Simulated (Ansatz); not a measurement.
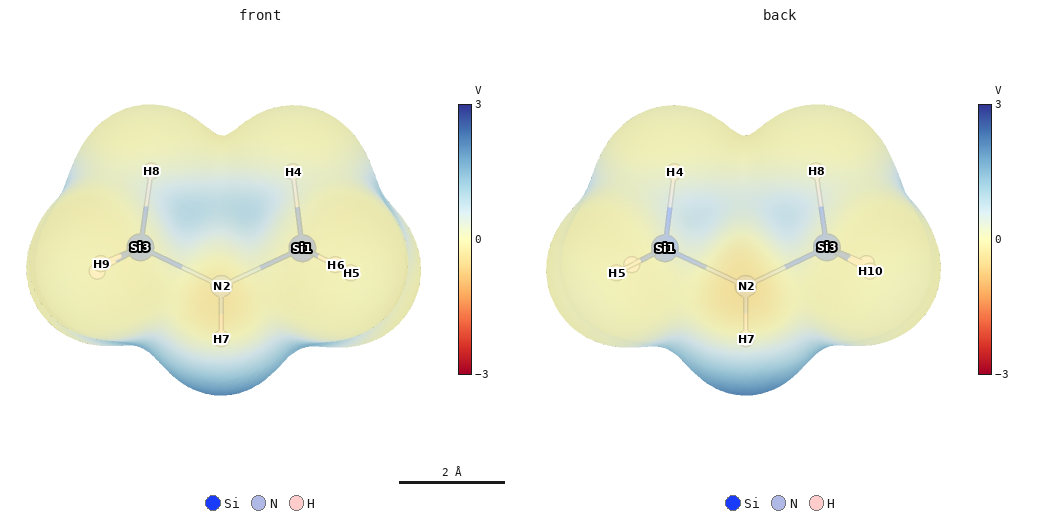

Figure 1: H7NSi2. The molecular electrostatic potential painted on the density surface at 0.002 e/bohr³, seen from the front and from behind; red is negative and blue positive.

Geometry: PBE0-D4/def2-TZVP.

All numbers below come from RKS PBE0-D4/def2-TZVPPD in Ansatz.

The calculation's input:

```
crystal:
  periodic: [false, false, false]
  atoms:
    - {symbol: Si, position_ang: [1.136213, -0.057007, 2.008091]}
    - {symbol: N, position_ang: [-0.312822, 0.190654, 1.104340]}
    - {symbol: Si, position_ang: [-0.562139, 0.069566, -0.598979]}
    - {symbol: H, position_ang: [2.119257, -0.701818, 1.102962]}
    - {symbol: H, position_ang: [0.880062, -0.931782, 3.184572]}
    - {symbol: H, position_ang: [1.717724, 1.214144, 2.523582]}
    - {symbol: H, position_ang: [-1.107327, 0.516345, 1.637898]}
    - {symbol: H, position_ang: [0.637754, -0.583791, -1.177552]}
    - {symbol: H, position_ang: [-0.748667, 1.397120, -1.248894]}
    - {symbol: H, position_ang: [-1.774363, -0.740259, -0.898373]}
basis:
  gaussian: {orbitals: "def2-TZVPPD.json"}
hamiltonian: {xc: pbe0, dispersion: d4}
output: {orbitals: {seedname: orbitals}}
```

Run with:

```sh
ansatz run in.yaml --threads 4 --pin off --events-out ev --progress --plain --max-ram 9574MiB
```

Which sites attract a positive test charge, and which a negative one?

A positive charge is drawn to the negative regions and a negative charge to the positive ones. The most negative region (about −0.4 V, or −9 kcal/mol for a unit charge) lies over N2, the most positive (about +2.1 V, or +48 kcal/mol for a unit charge) over H7.
